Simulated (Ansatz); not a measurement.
**AlH9N3P: density, localisation and related maps**

```xyz
14

Al   -0.2625    0.6583   -0.0022
N    -0.3277    0.0606    1.9643
H    -1.0019   -0.6876    2.0765
H     0.6008   -0.3133    2.1292
N     1.4171    0.1635   -0.4289
H     1.6379   -0.7362   -0.8261
H     2.1133    0.8244   -0.7344
N    -1.5883   -0.3915   -0.6397
H    -1.5209   -0.7636   -1.5744
H    -2.5658   -0.2511   -0.4357
P    -0.5420    3.0091    0.1220
H    -1.7224    2.9568    0.9130
H     0.3144    3.2054    1.2416
H    -0.5108    0.7819    2.6504
```

Theory: RKS BHLYP-D4/def2-SVP (Ansatz).

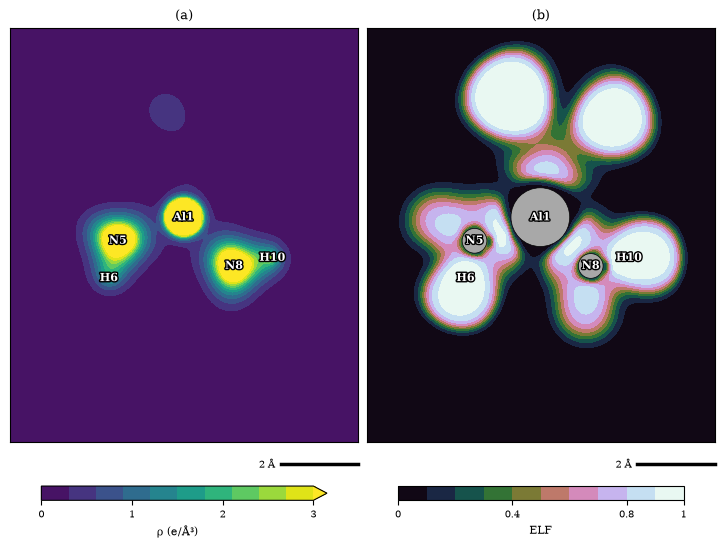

Figure 1. (a) total electron density; (b) ELF on the plane of atoms N5, Al1 and N8. Grey discs cover the atomic cores in the ELF map.

Q: Read the bonding off the picture.

A:
- The section cuts through Al, N and H sites.
- Al–N (1.80 Å): ρ at the midpoint is about 0.8 e/Å³; the ELF peaks at about 0.90 between the atoms; a polar covalent bond.
- N–H (1.01 Å): ρ is about 2.8 e/Å³ halfway; the ELF climbs to about 1 towards the hydrogen, as it does in any bond to H; an ordinary covalent bond to hydrogen.

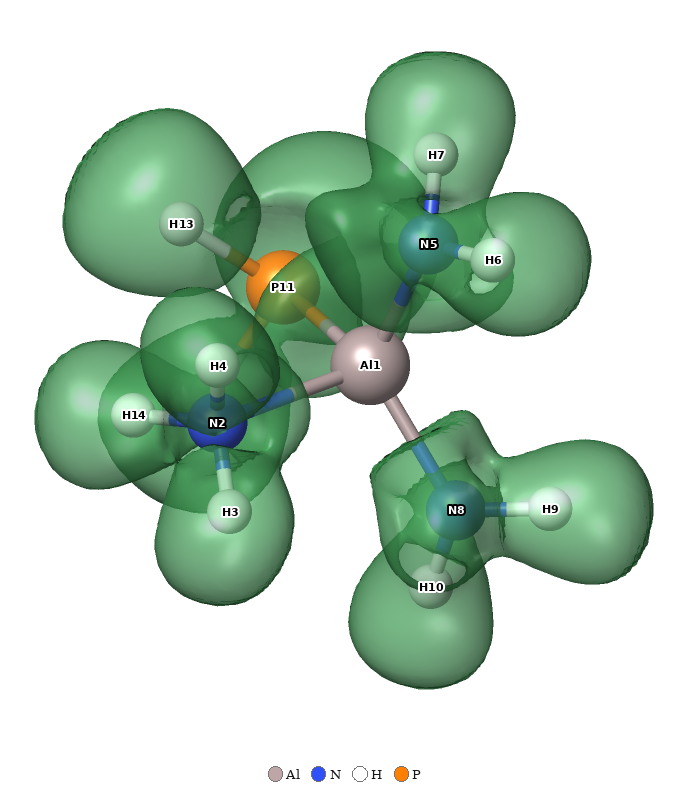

Figure 2. Isosurface of the ELF at 0.75 (green), seen at a tilt. Core shells and regions of very low density are left out.

Q: What do the ELF domains correspond to?

A: The ELF exceeds this value in three joined regions spread over several atoms (H, N), in which their bonds and any lone pairs are merged and one joined region spread over several atoms (H, P), in which their bonds and any lone pairs are merged. Profiles from the grid: Al–P (2.37 Å): the ELF peaks at about 1 between the atoms: a covalent bond.

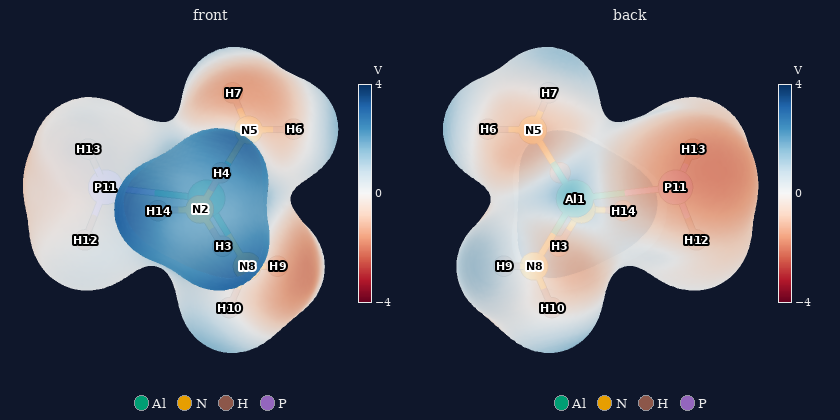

Figure 3. The electrostatic potential painted on the density surface at 0.004 e/bohr³, seen from the front and from behind; the colour scale runs from red (negative) to blue (positive).

Q: Where is the surface potential most negative and most positive?

A: The most negative region (about −2.0 V) lies over P11, the most positive (about +3.1 V) over H3 and H14.
